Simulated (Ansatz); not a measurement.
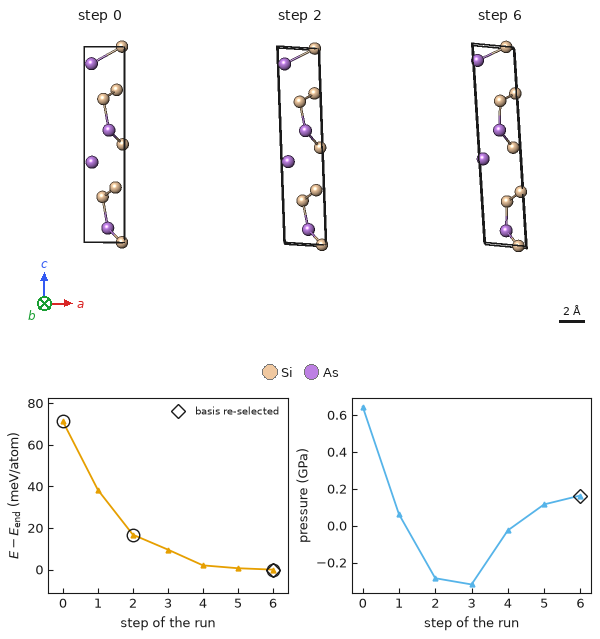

Frames of a relaxation of crystalline Si₃As₂ (a generated structure, set up in P1) (coarse preliminary run), marked on the history of the run. Style: ball-and-stick. Shown: the cell of the calculation, along the b axis.

All numbers below come from Ansatz, DFT PBE, scalar-relativistic, plane waves, PAW.

Input
```yaml
crystal:
  lattice:
    - [3.7054751428, 0.0, 0.0]
    - [1.7646019209, 3.3984775552, 0.0]
    - [0.6677348404, 1.4959119255, 15.9372625768]
  atoms:
    - { symbol: Si, position: [0.4779333675, 0.3368738929, 0.7330010935] }
    - { symbol: Si, position: [0.457655551, 0.8378597817, 0.2325570315] }
    - { symbol: Si, position: [0.8070504547, 0.6746732927, 0.7801283593] }
    - { symbol: Si, position: [0.7792245448, 0.1816092257, 0.2812228397] }
    - { symbol: Si, position: [0.9385514006, 0.1309006998, 0.0013652856] }
    - { symbol: Si, position: [0.9568847861, 0.6396385681, 0.5018628221] }
    - { symbol: As, position: [0.1836068714, 0.5525598614, 0.913035555] }
    - { symbol: As, position: [0.1964047787, 0.0701934451, 0.4097756314] }
    - { symbol: As, position: [0.6159108891, 0.2900235636, 0.5737735428] }
    - { symbol: As, position: [0.586777356, 0.7856676689, 0.0732778392] }
basis:
  ecutwfc: 420
kpoints:
  mp_grid: { grid: [6, 6, 1] }
hamiltonian:
  xc: pbe
scf:
  occupations: { method: gaussian, width: 0.1 }
  lower_state_search: "off"
output:
  forces: true
  stress: true
  eigenvalues: true
relax:
  adjacent_minimum: "off"
  f_tol: 0.04
  max_steps: 70
  cell: { stress_tol: 0.4 }
```

Launched with:
```bash
ansatz run input.yaml --threads 1 --pin off --max-ram 2560MiB --backend cpu --events-out ev --progress --plain --runs-dir out
```

Question: Describe the path.

Answer: The largest move relative to the cell is that of Si4, 0.64 Å roughly along [3 −1 0]. Largest moves by element: Si 0.64 Å, As 0.47 Å. Cell: a 3.705 → 3.851 Å (+3.9 %), b 3.829 → 3.818 Å (−0.3 %), c 16.021 → 16.262 Å (+1.5 %), α 84.1° → 89.9°, β 87.6° → 96.5°, γ 62.6° → 60.4°. Volume +2.7 %. Some distances before and after: Si4–As8 3.064 → 4.408 Å, Si2–As8 3.047 → 3.774 Å, Si1–As7 3.096 → 3.780 Å, Si6–As8 2.899 → 2.580 Å. Bond angles that change, for instance: Si2–Si4–As8 77.1° → 105.5°, Si1–Si3–As7 79.8° → 105.7°, Si3–As7–Si5 147.2° → 122.9°. The space group stays P1 (No. 1). The energy falls by 71.2 meV per atom in 5 accepted moves (6 points after the start). Largest force component: 1.2 eV/Å at the start, 0.034 eV/Å at the end. Pressure: 0.65 GPa at the start and 0.16 GPa at the end. The SCF was repeated once at an unchanged geometry on a basis and grid sized afresh for the cell, which shifted the energy by 0.7 meV per atom at most. From step 0 to 2: As atoms move most (0.21 Å), volume +1.4 %, energy −54.4 meV per atom. From step 2 to 6: Si4 moves most (0.49 Å), volume +1.3 %, energy −16.8 meV per atom.

| step | E − E(0), meV/atom | largest force component, eV/Å | pressure, GPa | volume, Å³/atom | note |
| --- | --- | --- | --- | --- | --- |
| 0 | 0.00 | 1.1937 | 0.65 | 20.070 |  |
| 1 | -32.90 | 0.3820 | 0.06 | 20.154 |  |
| 2 | -54.45 | 0.2581 | -0.28 | 20.353 |  |
| 3 | -61.62 | 0.3891 | -0.32 | 20.668 |  |
| 4 | -69.19 | 0.0552 | -0.03 | 20.600 |  |
| 5 | -70.57 | 0.0349 | 0.12 | 20.616 |  |
| 6 | -71.24 | 0.0342 | 0.16 | 20.616 | same geometry, new basis |
